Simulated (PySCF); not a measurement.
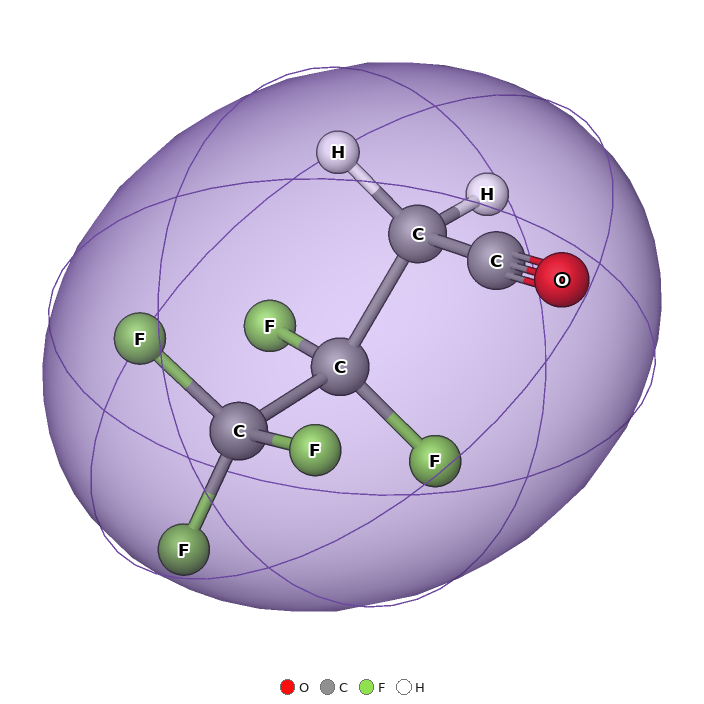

The ellipsoid shows the static dipole polarisability: its half-axes are proportional to the principal values. Charge +1, singlet. The geometry was computed by an optimisation with GFN2-xTB. No frequency run is at hand to confirm it as a minimum. Level of theory: PBE0/def2-SVPD (PySCF 2.14.0).

How large and how anisotropic is the polarisability?

Principal values 42.4, 46.8, 61.0 bohr³; mean 50.1 bohr³ (7.42 Å³); anisotropy 16.9 bohr³, so the longest axis is 1.44 times the shortest.
